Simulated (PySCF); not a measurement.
**Bi(CH3)2I: forces at shaken geometries**

How stiff is Bi(CH3)2I? Its atoms are displaced at random by several amounts. The species was built from a template and needn't be a known compound.

Method: BP86, Bi def2-SVP with ECP60, C def2-SVP, H def2-SVP, I def2-SVP with ECP28; scalar-relativistic core potentials, no spin–orbit coupling; program: PySCF 2.14.0.

1 further run of the same task is left out (for a known fault of the program).

### 1 Where the work starts

10 atoms, charge 0, spin multiplicity 1.

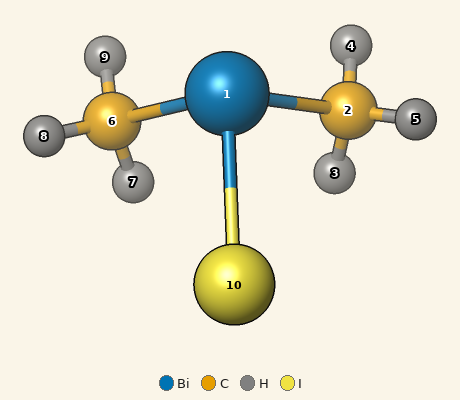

The structure; bismuth blue, carbon amber, hydrogen grey, iodine yellow; atoms are numbered from 1 in the order of the file.

Geometry (Å):

| atom | x (Å) | y (Å) | z (Å) |
| --- | --- | --- | --- |
| Bi1 | 0.4276 | 0.7405 | 0.8293 |
| C2 | 2.3887 | 0.7897 | -0.3817 |
| H3 | 2.1494 | 0.8701 | -1.4584 |
| H4 | 2.9762 | 1.6707 | -0.0513 |
| H5 | 2.9567 | -0.1397 | -0.1836 |
| C6 | -0.5101 | 2.4636 | -0.3817 |
| H7 | -0.3207 | 2.2965 | -1.4584 |
| H8 | -1.5989 | 2.4910 | -0.1835 |
| H9 | -0.0406 | 3.4128 | -0.0512 |
| I10 | -0.7956 | -1.3778 | -0.6801 |

Formal oxidation states: Bi +3. An earlier session relaxed this geometry at BP86, Bi def2-SVP with ECP60, C def2-SVP, H def2-SVP, I def2-SVP with ECP28 (singlet, point group Cs).

Its energy there is -592.422459 Eh.

### 2 Atoms moved at random, σ = 0.1 Å

run.py (the lines that set the calculation) reads:

```python
mol = gto.M(atom='''
Bi     0.46956     0.64543     0.79217
C      2.33353     0.81213    -0.38540
H      2.04919     0.99672    -1.40600
H      2.89201     1.59988    -0.02275
H      2.93359    -0.05502    -0.27594
C     -0.39831     2.51407    -0.28312
H     -0.34083     2.16911    -1.41614
H     -1.74079     2.52830    -0.31881
H     -0.00587     3.35461     0.08025
I     -0.55944    -1.34778    -0.76490''',
    basis={'Bi': 'def2-SVP', 'C': 'def2-SVP', 'H': 'def2-SVP', 'I': 'def2-SVP'},
    ecp={'Bi': 'def2-SVP', 'I': 'def2-SVP'},
    charge=0, spin=0)
mf = dft.RKS(mol, xc='B88,P86')
mf.grids.atom_grid = (50, 194)
mf = mf.density_fit()  # fitting sets: Bi def2-universal-JKFIT, C def2-universal-JKFIT, H def2-universal-JKFIT, I def2-universal-JKFIT
mf.conv_tol = 1e-08; mf.max_cycle = 55
mf.kernel(dm0)  # dm0: the density of the relaxed state
```

On the command line:

```console
> OMP_NUM_THREADS=2 python run.py
```

### 3 Atoms moved at random, σ = 0.06 Å

run.py (the lines that set the calculation) reads:

```python
mol = gto.M(atom='''
Bi     0.47794     0.65497     0.84991
C      2.39960     0.85021    -0.46055
H      2.14912     0.81362    -1.45388
H      2.96321     1.70264     0.01757
H      2.95620    -0.09455    -0.23488
C     -0.53855     2.49318    -0.31354
H     -0.39037     2.28429    -1.40327
H     -1.52754     2.50050    -0.27339
H     -0.03136     3.44933    -0.11974
I     -0.82561    -1.43672    -0.60887''',
    basis={'Bi': 'def2-SVP', 'C': 'def2-SVP', 'H': 'def2-SVP', 'I': 'def2-SVP'},
    ecp={'Bi': 'def2-SVP', 'I': 'def2-SVP'},
    charge=0, spin=0)
mf = dft.RKS(mol, xc='B88,P86')
mf.grids.atom_grid = (50, 194)
mf = mf.density_fit()  # fitting sets: Bi def2-universal-JKFIT, C def2-universal-JKFIT, H def2-universal-JKFIT, I def2-universal-JKFIT
mf.conv_tol = 1e-08; mf.max_cycle = 55
mf.kernel(dm0)  # dm0: the density of the relaxed state
```

### 4 Atoms moved at random, σ = 0.15 Å

run.py (the lines that set the calculation) reads:

```python
mol = gto.M(atom='''
Bi     0.61992     0.55994     0.52077
C      2.43758     0.76863    -0.15032
H      2.11967     0.76431    -1.40480
H      3.06325     1.70506    -0.03073
H      3.00798     0.08880    -0.15707
C     -0.51997     2.53428    -0.58275
H     -0.25439     2.14572    -1.40031
H     -1.64776     2.70777    -0.27894
H     -0.18208     3.39041     0.17621
I     -1.01156    -1.44747    -0.69271''',
    basis={'Bi': 'def2-SVP', 'C': 'def2-SVP', 'H': 'def2-SVP', 'I': 'def2-SVP'},
    ecp={'Bi': 'def2-SVP', 'I': 'def2-SVP'},
    charge=0, spin=0)
mf = dft.RKS(mol, xc='B88,P86')
mf.grids.atom_grid = (50, 194)
mf = mf.density_fit()  # fitting sets: Bi def2-universal-JKFIT, C def2-universal-JKFIT, H def2-universal-JKFIT, I def2-universal-JKFIT
mf.conv_tol = 1e-08; mf.max_cycle = 55
mf.kernel(dm0)  # dm0: the density of the relaxed state
```

What does the calculation give? Wanted: for each run, σ; energy rise; harmonic estimate −½ F·u; largest force component.

As calculated:

| σ (Å) | energy rise (eV) | harmonic estimate −½ F·u (eV) | largest force component (eV/Å) |
| --- | --- | --- | --- |
| 0.1 | 1.496 | 1.439 | 6.39 |
| 0.06 | 0.676 | 0.686 | 5.37 |
| 0.15 | 5.038 | 5.030 | 11.52 |

Every displacement raises the energy. For a harmonic well the rise equals −½ F·u; the two differ by at most 4 % here (a move with σ = 0.1 Å), from anharmonicity, the grid and the small forces left at the relaxed point. The bases are small and lack diffuse functions. Spin–orbit coupling is left out.
